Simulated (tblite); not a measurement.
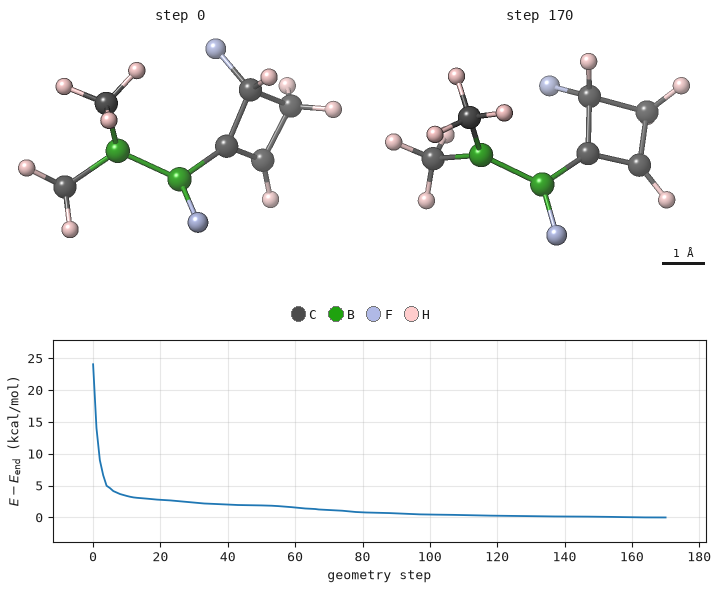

First and last geometry of a relaxation of C6H10B2F2, with the history of the run. Style: ball-and-stick. Shown at a tilt.

Level of theory: GFN2-xTB geometry optimisation, gas phase (tblite). 

Q: What do the curves and the structures tell?

A: It converged. The largest move after the best rigid fit is that of an H atom, 1.78 Å. By element the largest moves are H 1.78 Å, F 1.48 Å, C 0.78 Å, B 0.38 Å. Near-neighbour distances that change, for instance: B–F 1.463 → 1.337 Å, C–C 1.476 → 1.547 Å, C–C 1.478 → 1.519 Å, C–C 1.316 → 1.348 Å. Among the angles between lasting bonds that change: C–C–H 109.7° → 117.0°, B–C–C 138.4° → 131.8°, H–C–H 111.8° → 105.6°. Groups turn about B–C by about 55°. Over 170 geometry steps the energy falls by 24.1 kcal/mol.
